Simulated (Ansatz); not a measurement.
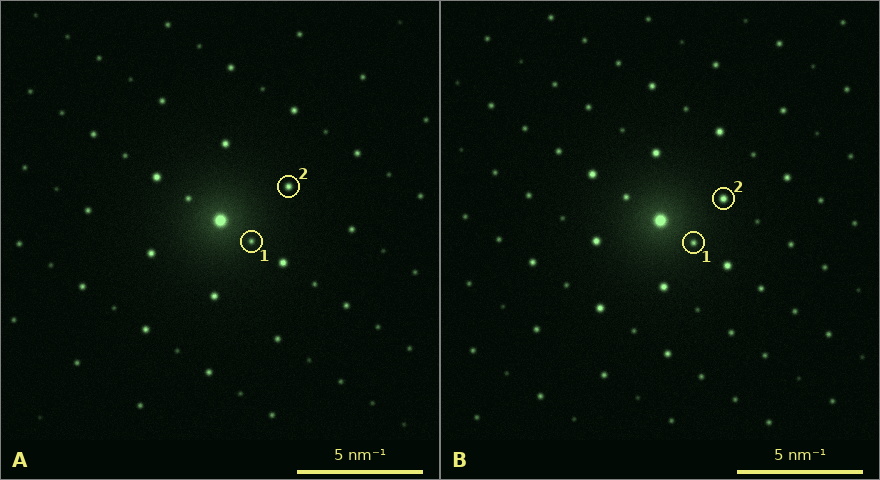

Kinematic electron diffraction patterns (300 kV, B = 0.5 Å², same scale) along [110] of the run's own cell, for the start and the end of one relaxation of Rb2Si with Ansatz 0.2.0, DFT PBE, scalar-relativistic, plane waves, PAW. k mesh 6×6×8. The start is a generated model structure, and the relaxation ends in the nearest stationary point of its symmetry, not necessarily the ground state. Spot 1 is -1 1 0 and spot 2 is -1 1 1 in both.

Start structure:

```
Rb Si
1.0
     8.65269    0.00000    0.00000
     0.00000    8.65269    0.00000
     0.00000    0.00000    4.68439
Rb Si
4 2
Cartesian
  2.4712 2.4712 0.0000
  1.8551 6.7976 2.3422
  6.1814 6.1814 0.0000
  6.7976 1.8551 2.3422
  0.0000 0.0000 0.0000
  4.3263 4.3263 2.3422
```

Which pattern belongs to the start structure, and which to the relaxed one?

Answer. B is the start: its cell gives d(1) = 6.118 Å, d(2) = 3.719 Å and an angle of 52.6°. A is the relaxed structure, with d(1) = 6.534 Å (+6.8 %), d(2) = 3.266 Å (-12.2 %) and 60.0°.

Name reflections whose intensity changes strongly on relaxation.

Answer. 2 -2 -1 fades out of sight; 3 -3 -2 goes from 8.4 to 1.8 % of the strongest spot; 3 -3 0 goes from 17 to 5.5 % of the strongest spot; 0 0 2 goes from 86 to 40 % of the strongest spot.

Summarise the relaxation behind the change.

Answer. The volume changed by -8.2 % to 53.66 Å³ an atom; with the mean shift removed, the atoms moved by up to 0.20 Å relative to the cell (Rb most); the space group stayed P4_2/mnm (No. 136); the free energy fell by 18 meV an atom. Relaxed cell: a = 9.240 Å, b = 9.240 Å, c = 3.771 Å, α = 90.00°, β = 90.00°, γ = 90.00°.
